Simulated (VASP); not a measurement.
Band structure of BeCl₂ (space group Ibam). Calculation: PBEsol GGA, VASP's PBE PAW potentials (set 64) (plane waves; VASP).

Without a dispersion term in the relaxation, distances and binding between the weakly bound layers, chains or molecules are unreliable, and so is what depends on them.

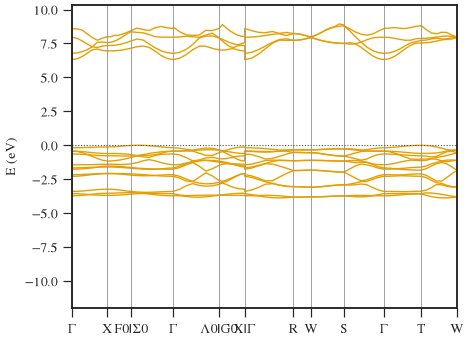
*Bands along high-symmetry lines, zero at the valence-band maximum or, without a gap, the Fermi level*

Read the plot: is there a gap, and where are the band edges?

The gap is indirect, 6.31 eV, from the valence maximum at Σ0-Γ at 0.14 to the conduction minimum at Γ. (Edges off the drawn lines would not show.)

The structure comes from a computed database's BeCl2 entry (Ibam), a phase known from measurement. It was relaxed first, which changed the volume by +10 %.
